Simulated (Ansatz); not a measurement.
# A thicker film of CeO2 (110) from five thinner ones

In a field along its normal an insulating film takes a dipole p. Written as a length, p/(ε₀AE), it should grow by 1 − 1/ε for each ångström added.

How it was computed: Ansatz 0.2.0, plane waves with PAW datasets (its set soft_2), PBE; fluorite films relaxed at a bulk in-plane lattice constant near the measured one, then held in weak fields of both signs with a dipole correction (A is the cell's area, E the outer field).

```tsv
run	distance between the outer atoms (Å)	p/(ε₀AE) (Å)
4 units	5.793	6.923
5 units	7.738	8.679
6 units	9.691	10.348
7 units	11.643	12.061
9 units	15.546	15.453
12 units	21.401	?
```

Q: Estimate the withheld value from the rows shown.

A least-squares line through the 5 rows shown has slope 0.8728 and intercept 1.8931; no row lies more than 0.032 Å off it. That slope means ε = 1/(1 − 0.8728) = 7.86. At 21.401 it gives 0.8728 × 21.401 + 1.8931 = 20.572 Å, beyond the rows fitted. Rounding and scatter of the rows alone allow about ±0.075 Å there.

The run itself gives 20.546 Å: a miss of −0.026 Å, or 0.1 % of the value. The length is met to within 1 %, though ε is more sensitive than the length: the two thickest films give ε = 7.68.

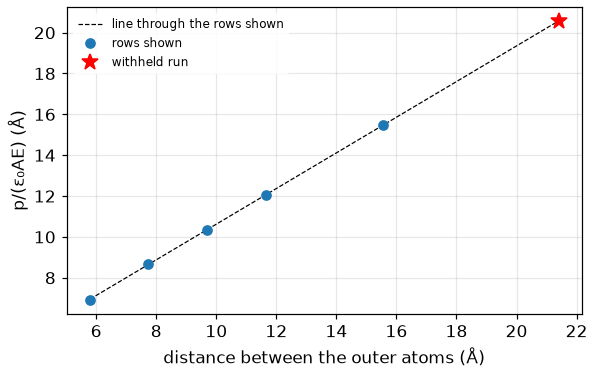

The fit and the withheld run.

Caveats: This is the electronic response alone. A unit is one step of the cut along the normal (a plane, a pair of planes or a cell), and the layers relax along it, away from their bulk spacing where the functional's lattice constant differs from the one held.

[Logs are printed without paths, hosts, clocks, repeated set-up lines and the standing remarks that a program may print on its own settings, such as how far it seeks lower states.]
